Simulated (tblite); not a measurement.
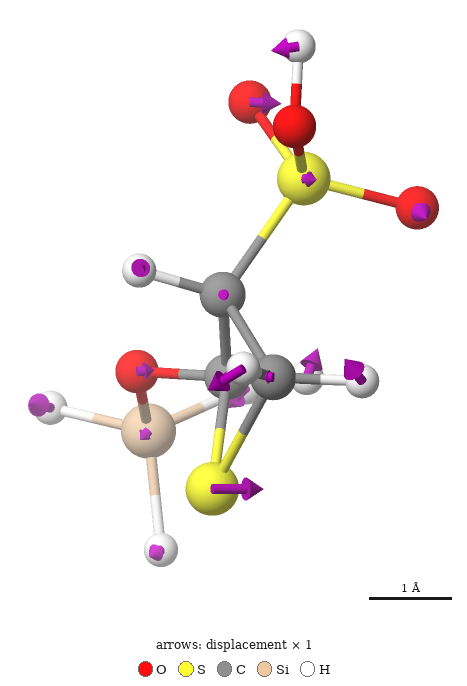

This is a relaxation of C3H8O4S2Si. The starting structure is drawn; purple arrows show the displacements, at their true length. The two geometries are superimposed by the best rigid fit.

Style: ball-and-stick. Shown from a free direction.

Method: GFN2-xTB geometry optimisation, gas phase in tblite. 

Question: What did the optimiser do to the structure, and how much energy did it gain?

Answer: The energy falls by 47.0 kJ/mol in 115 geometry steps. An S atom moves most after the best rigid fit: 0.70 Å. Largest moves by element: S 0.70 Å, H 0.59 Å, O 0.39 Å, C 0.25 Å, Si 0.16 Å. Among the contacts that change: C–O 1.432 → 1.350 Å, C–S 1.757 → 1.800 Å, C–C 1.553 → 1.512 Å, O–S 1.453 → 1.424 Å. Bond angles that change, for instance: O–Si–H 109.7° → 97.3°, C–O–Si 118.9° → 128.7°, H–Si–H 109.8° → 114.6°. Groups turn about O–S by about 25°, C–C by about 20°, C–O by about 20°.
